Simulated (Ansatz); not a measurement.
```xyz
4

P    -1.3245    0.3630   -0.5787
Sb   -0.2999   -1.0475    1.3088
Sb    0.7361    1.4505    0.5045
Sb    0.8884   -0.7660   -1.2346
```

Geometry: r2SCAN-D4/def2-SVP; core potentials replace the inner electrons of Sb; not at a stationary point (largest force 0.8 eV/Å).

The calculation used RKS PBE0-D4/def2-TZVP in Ansatz.

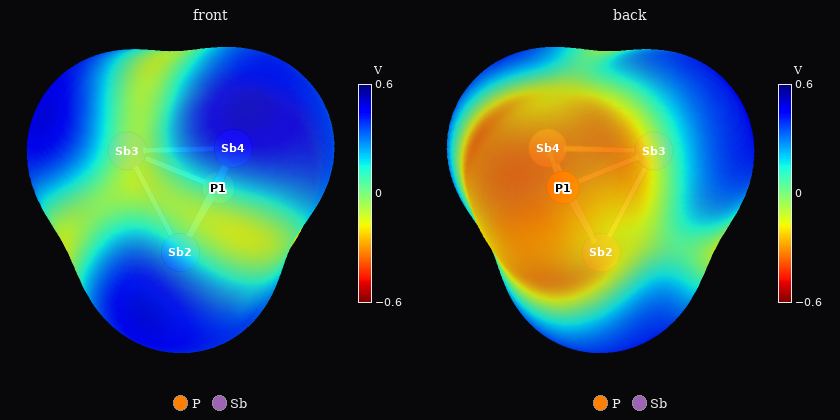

PSb3 (PSbSbSb tetrahedron). The electrostatic potential painted on the density surface at 0.001 e/bohr³, seen from the front and from behind; red is negative and blue positive.

Which sites attract a positive test charge, and which a negative one?

Answer. A positive charge is drawn to the negative regions and a negative charge to the positive ones. The most negative region (about −0.4 V) lies over P1, the most positive (about +0.5 V) over Sb2, Sb3 and Sb4.
